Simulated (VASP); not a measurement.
# Ga2CoO4 with r2SCAN: from relaxation to properties, part 7 of 7

Wanted: the relaxed cell of Ga2CoO4 and its properties. The start is a computed cell from the Materials Project.

VASP 6.6.1; r2SCAN, spin-polarised from a ferromagnetic start; plane waves and PAW (Ga_d, Co, O).

Still holding for the runs below: The magnetic state follows from one typed start and may not be the lowest. The valence top and the conduction bottom belong to opposite spins.

So far. Step 12 (Volume scan with r2SCAN (run 6)): The pressure falls from -3.92 to -7.42 GPa. Step 12 (Volume scan with r2SCAN (run 6)): The run ends at a pressure of -7.42 GPa, with forces up to 0.19 eV/Å.

### 13. Volume scan with r2SCAN (run 7) (continued)

Parts of OUTCAR (step 13):

```text
  Total      -10.2001260    -10.2001260    -10.2001260      0.0000000      0.0000000      0.0000000
  in kB     -105.7996633   -105.7996633   -105.7996633      0.0000000      0.0000000      0.0000000
  external PRESSURE =    -105.7996633 kB  Pullay stress =       0.0000000 kB

 POSITION                                       TOTAL-FORCE (eV/Angst)
 -----------------------------------------------------------------------------------
      5.32326      3.19395      3.19395         0.000000      0.000000      0.000000
      5.32326      5.32326      5.32326         0.000000      0.000000      0.000000
      3.19395      5.32326      3.19395         0.000000      0.000000      0.000000
      3.19395      3.19395      5.32326         0.000000      0.000000      0.000000
      2.12930      2.12930      2.12930         0.000000      0.000000      0.000000
      0.00000      0.00000      0.00000         0.000000      0.000000      0.000000
      5.42140      7.35442      5.42140         0.154182     -0.154182      0.154182
      3.29209      3.29209      3.29209         0.154182      0.154182      0.154182
      3.29209      5.22512      5.22512         0.154182     -0.154182     -0.154182
      5.22512      5.22512      3.29209        -0.154182     -0.154182      0.154182
      5.42140      5.42140      7.35442         0.154182      0.154182     -0.154182
      7.35442      5.42140      5.42140        -0.154182      0.154182      0.154182
      5.22512      3.29209      5.22512        -0.154182      0.154182     -0.154182
      7.35442      7.35442      7.35442        -0.154182     -0.154182     -0.154182
 -----------------------------------------------------------------------------------
    total drift:                                0.000000      0.000000      0.000000

  FREE ENERGIE OF THE ION-ELECTRON SYSTEM (eV)
  ---------------------------------------------------
  free  energy   TOTEN  =      -145.6339060596 eV

  energy  without entropy=     -145.6339060596  energy(sigma->0) =     -145.63390606

 magnetization (x)
# of ion       s       p       d       tot
------------------------------------------
    1        0.003   0.003   0.003   0.009
    2        0.003   0.003   0.003   0.009
    3        0.003   0.003   0.003   0.009
    4        0.003   0.003   0.003   0.009
    5        0.022   0.049   2.597   2.668
    6        0.022   0.049   2.597   2.668
    7        0.005   0.048   0.000   0.053
    8        0.005   0.048   0.000   0.053
    9        0.005   0.048   0.000   0.053
   10        0.005   0.048   0.000   0.053
   11        0.005   0.048   0.000   0.053
   12        0.005   0.048   0.000   0.053
   13        0.005   0.048   0.000   0.053
   14        0.005   0.048   0.000   0.053
--------------------------------------------------
tot          0.095   0.495   5.206   5.796

[... 1 part as in an earlier step ...]

[... 2 further parts left out ...]
[key lines of the parts left out:]
E-fermi :   5.1576
```

The pressure falls from -7.42 to -10.58 GPa. The parabola predicted -10.43 GPa, +0.15 GPa off.

### 14. Side by side

Times are for 8 MPI ranks of Intel Xeon 6975P-C (Granite Rapids), shared host. Results by setting:

```
no.  volume scale  energy above the lowest point (meV/atom)  pressure (GPa)  gap on the k-mesh (eV)     time  memory (GiB)
  1          0.94                                     27.65           14.58                   1.849  3.5 min           4.8
  2          0.96                                     11.98           9.130                   1.734  4.1 min           4.9
  3          0.98                                         3           4.295                   1.625  4.2 min           4.9
  4             1                                         0        -0.03129                   1.522  3.5 min           4.9
  5          1.02                                      2.37          -3.922                   1.424  3.6 min           5.0
  6          1.04                                      9.55          -7.421                   1.332  3.6 min           5.0
  7          1.06                                     21.08          -10.58                   1.244  3.6 min           5.0
```

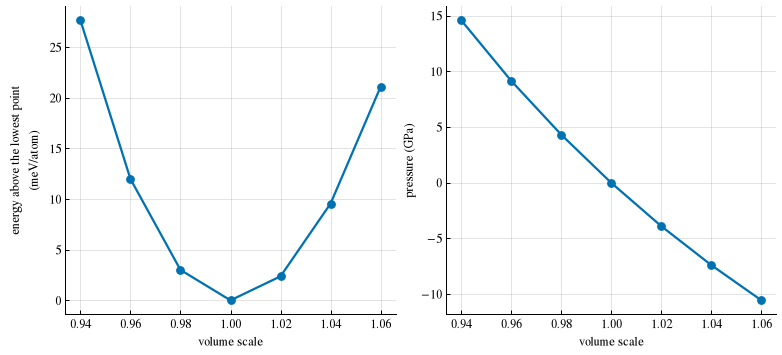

The series as plots.

### 15. Fit for r2SCAN

This step: Birch-Murnaghan fit, r2SCAN; plane waves and PAW (VASP 6.6.1).

This step runs nothing: it gathers the runs above.

Numbers from this step:

- pressure derivative of the bulk modulus: 4.408
- r.m.s. error of the fit: 4.23e-6 eV/atom
- minimum inside the sampled range: yes
- bulk modulus: 205.7 GPa
- equilibrium volume of the fit: 10.42 Å³/atom

Table of energy above the fitted minimum by volume:

```
volume (Å³/atom)  energy above the fitted minimum (eV/atom)
           9.784                                     0.0277
           9.992                                     0.0120
          10.201                                    0.00301
          10.409                                     8.1e-6
          10.617                                    0.00238
          10.825                                    0.00955
          11.033                                     0.0211
```

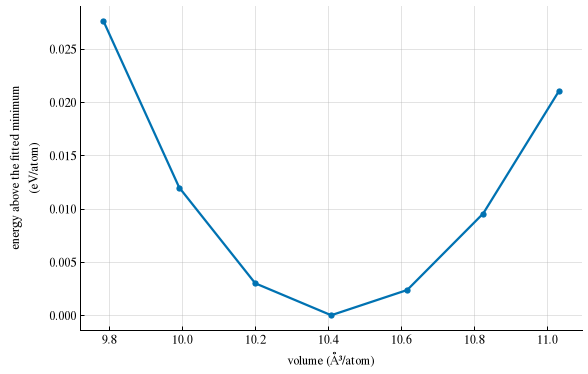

Energy above the fitted minimum, plotted against volume.

The fitted volume lies +0.08 % from the relaxed one. The atoms bear forces along the scan, since they were held; freeing them would lower the modulus.

### 16. Summary of results

```
relaxed volume                                             : 10.41 Å³/atom
relaxed conventional cell a, b, c                          : 8.353, 8.353, 8.353 Å
space group after relaxing, within 0.02 Å                  : Fd-3m (No. 227)
moment of the cell (8×8×8 mesh)                            : 6 μB
largest site moment (8×8×8 mesh)                           : 2.65 μB on Co5
band gap                                                   : 1.51 eV, between opposite spins
gap among the points of the DOS mesh alone, an upper bound : 1.51 eV
largest field gradient Vzz                                 : -23.13 V/Å² on Ga1
bulk modulus from the fit                                  : 206 GPa
volume from the fit                                        : 10.4 Å³/atom
```

What this shows: With r2SCAN, Ga2CoO4 relaxes to 10.41 Å³/atom in space group Fd-3m, has a gap of 1.51 eV between states of opposite spin, keeps moments of up to 2.65 μB (8×8×8 mesh) and has a bulk modulus of 206 GPa at fixed shape and positions, an upper bound. Band structure (r2SCAN), spin up: The path shows an indirect gap of 2.60 eV (valence top between K and Γ, conduction bottom at Γ). The least direct gap is 2.64 eV. Band structure (r2SCAN), spin down: On this path the gap is indirect, 1.79 eV, with the valence top between Γ and X and the conduction bottom at Γ. The least direct gap is 1.94 eV. Semilocal functionals usually underestimate gaps. Spin-orbit coupling is left out; it would split some degenerate bands. Only the typed magnetic starts were tried, so the magnetic ground state may differ and with it the other results. No search among competing phases was made, and a listed structure need not be the one stable at ambient conditions. All values are for a static lattice at zero temperature.

[Lines on the potential files, build, host, timing and source positions are cut from VASP's logs without a mark.]

[Logs are printed without paths, hosts, clocks, repeated set-up lines and the standing remarks that a program may print on its own settings, such as how far it seeks lower states.]

[Hosts, paths, dates, database ids (printed as entryN), source tags and the programs' standing remarks are cut or masked in the printed files.]

[A measured line is paired with the nearest computed mode of its activity, which favours agreement.]
